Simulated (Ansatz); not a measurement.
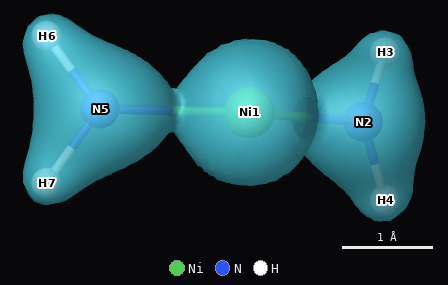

The picture shows: H₄N₂Ni (Ni(NH2)2). Isosurface of the total electron density at 1 e/Å³ (cyan), seen at a tilt.

Geometry: r2SCAN-D4/def2-TZVP.

These are results of Ansatz 0.2.0, RKS PBE0-D4/def2-TZVP, not measurements.

The calculation's input:

```
crystal:
  periodic: [false, false, false]
  atoms:
    - {symbol: Ni, position_ang: [-0.357020, 0.416468, 0.008381]}
    - {symbol: N, position_ang: [-0.086995, 0.085166, 1.681497]}
    - {symbol: H, position_ang: [0.772385, 0.339785, 2.161356]}
    - {symbol: H, position_ang: [-0.476396, -0.727636, 2.151971]}
    - {symbol: N, position_ang: [-0.104398, 0.138114, -1.677078]}
    - {symbol: H, position_ang: [0.749241, 0.409202, -2.158170]}
    - {symbol: H, position_ang: [-0.496826, -0.661088, -2.167956]}
basis:
  gaussian: {orbitals: def2-TZVP, initial_orbitals: start.molden}
hamiltonian: {xc: pbe0, dispersion: d4}
scf: {omitted_lower_state_checks: [starts]}
output: {orbitals: {seedname: orbitals}}
```

Launched as:

```sh
ansatz run in.yaml --threads 4 --pin off --events-out ev --progress --plain --max-ram 3916MiB
```

Question: What does this surface tell about the bonding?

Answer: At this value the surface is in one piece. It bridges the sampled Ni–N (1.73 Å) and N–H (1.02 Å) contacts, where the density stays above the isovalue. On the grid the lowest density along these lines, outside the cores, is 1.1 e/Å³ (Ni–N, 1.73 Å) and 2.2 e/Å³ (N–H, 1.02 Å).
